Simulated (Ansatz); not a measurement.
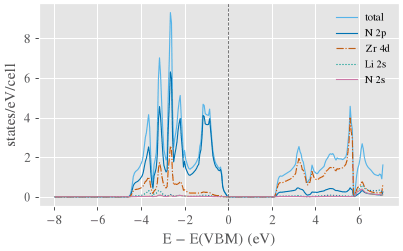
Figure: Total and projected density of states of Li2ZrN2 in space group P-3m1 (No. 164; Li on 2d, Zr on 1a, N on 2d), plane-wave PAW r²SCAN (Ansatz code)

### Question
Which orbitals carry the states next to the gap?

### Answer
Top 1 eV of the valence band: N 2p 90 %. Bottom 1 eV of the conduction band: Zr 4d 69 %, N 2p 22 %. Projections are on Löwdin-orthogonalised atomic valence shells; empty p or d shells of many metals are not among them.

### Question
Where is the tallest occupied peak in this window, and what makes it?

### Answer
Near -2.6 eV, about 9.3 states/eV per cell; the largest projected share is N 2p.

The first step of the workflow began from a Materials Project structure, measured or hypothetical; the Crystallography Open Database copy checked does not list it. Whether it is the stable phase at ambient conditions was not checked. The r²SCAN relaxation kept the symmetry of its start; its stability against distortions is not shown here. The run is not spin-polarised. Spin–orbit coupling is left out wherever it is not named.

Potentials: the later of the program's two PAW sets.
